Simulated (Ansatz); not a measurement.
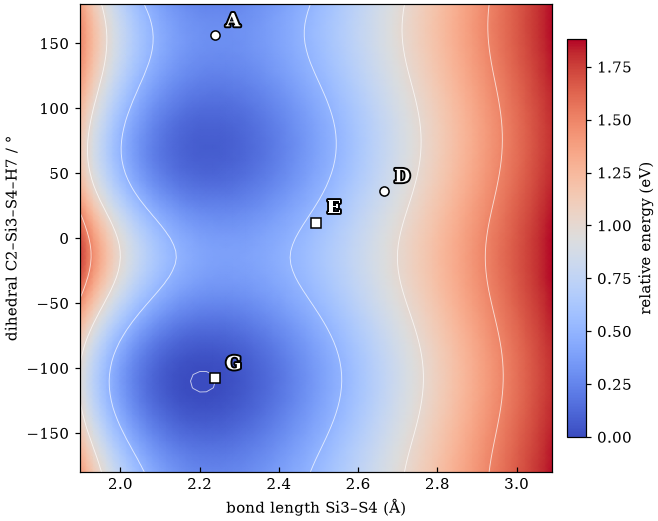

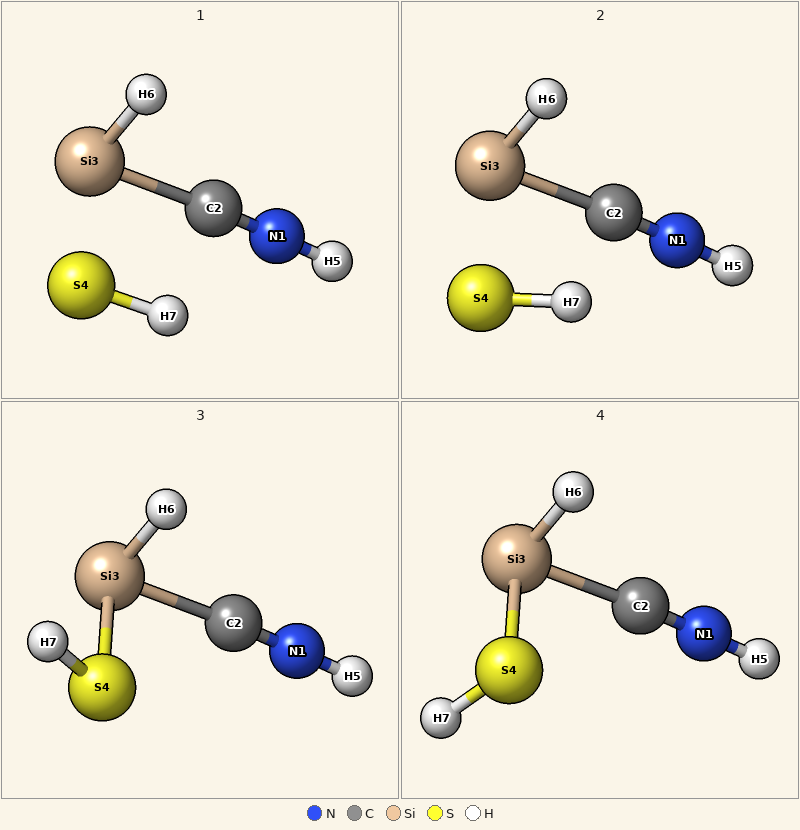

CH₃NSSi, SMILES N=C=[SiH]S. 
- First axis: bond length Si3–S4. Second axis: dihedral C2–Si3–S4–H7.
- Nothing is relaxed (all other coordinates rigid).
- The scan uses a 15 × 15 grid.
- All energies are given in eV relative to the lowest grid point.
- The calculation used RHF/def2-TZVP in Ansatz 0.2.0.

In the figure: a smooth colour map with a few white contour lines, lettered points. Between grid points the surface is interpolated. The numbered pictures are the structures at these points, in random order.

> Which structure belongs to which point?

A is structure 3: bond length Si3–S4 = 2.239 Å, dihedral C2–Si3–S4–H7 = 156°, 0.30 eV; D is structure 2: bond length Si3–S4 = 2.664 Å, dihedral C2–Si3–S4–H7 = 36°, 0.83 eV; E is structure 1: bond length Si3–S4 = 2.494 Å, dihedral C2–Si3–S4–H7 = 12°, 0.55 eV; G is structure 4: bond length Si3–S4 = 2.239 Å, dihedral C2–Si3–S4–H7 = −108°, 0.00 eV.
